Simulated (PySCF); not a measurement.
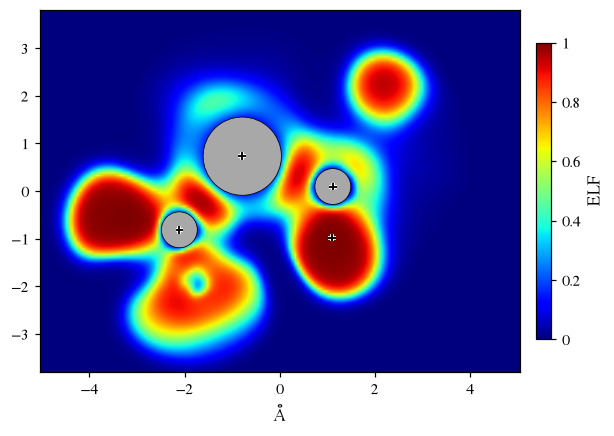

The ELF on a plane through atoms (crosses mark nuclei in the plane; grey discs cover the cores).

Computed with CAM-B3LYP/def2-SVPD, SCF density, gas phase in PySCF 2.14.0.

Candidates:
A. C₄H₈GeOS
B. C₅H₉BCl₂
C. F₆OSn₂

Question: Which system is this?

Answer: Candidate A: C₄H₈GeOS on the plane of atoms C2, Ge3 and C4, which holds C, Ge and H. C–Ge (2.01 Å): the ELF peaks at about 0.95 in the valence shell of C, 0.8 Å from its nucleus, and is about 0.75 at the midpoint.
